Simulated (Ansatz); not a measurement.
Bond stretch in SiBe, lowest triplet found (which spin is the ground state isn't settled by this scan).

- ROCCSDT = CCSDT on ROHF/aug-cc-pVDZ, frozen core (Ansatz, an electronic-structure program)
- UKS-BLYP = Ansatz with unrestricted BLYP/aug-cc-pVDZ
- UKS-PBE = unrestricted PBE/aug-cc-pVDZ run with Ansatz
- ROHF/aug-cc-pVDZ (Ansatz)

Energies are in mEh, each relative to the lowest point of its own curve between 1.80 and 2.60 Å, where full CI is lowest.

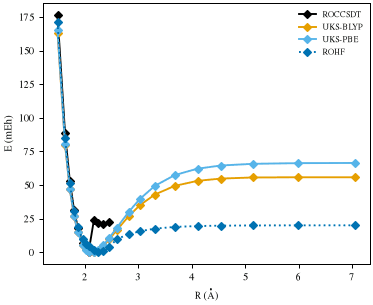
Fig. 1. Energy against bond length for each method.

```tsv
R / Å	ROCCSDT	UKS-BLYP	UKS-PBE	ROHF
1.49	176.2	163.3	164.9	171.1
1.63	88.8	80.1	80.8	85.3
1.72	53.0	46.8	47.2	51.2
1.80	31.1	26.8	26.9	30.8
1.87	17.7	14.9	14.9	18.9
1.96	6.7	5.5	5.4	9.5
2.02	2.3	2.0	1.9	6.0
2.07	0.0	0.5	0.3	4.3
2.17	23.7	0.0	0.0	1.3
2.24	21.7	1.3	1.4	0.0
2.35	21.1	4.9	5.4	0.7
2.46	22.5	9.7	10.7	3.8
2.60	—	16.5	18.2	9.9
2.82	—	26.7	29.9	13.3
3.03	—	34.9	39.6	15.6
3.31	—	42.9	49.3	17.5
3.68	—	49.3	57.3	18.8
4.11	—	53.1	62.1	19.5
4.55	—	54.8	64.5	19.7
5.14	—	55.6	65.7	19.9
5.99	—	55.7	66.2	20.0
7.06	—	55.7	66.4	20.0
```

At the longest distance, 7.06 Å, UKS-PBE lies highest above its minimum (66.4 mEh) and ROHF lowest (20.0 mEh).

Dashes: no converged value, or the column stops at the first point that the program doubted or that broke a chosen test of continuity, which isn't proof of a fault.

The T1 diagnostic of CCSD on the restricted reference of ROCCSDT exceeds 0.045 at 1.49 to 2.07, 2.46 to 2.60 Å. At the minimum ROCCSDT lies far from FCI: another state is possible.
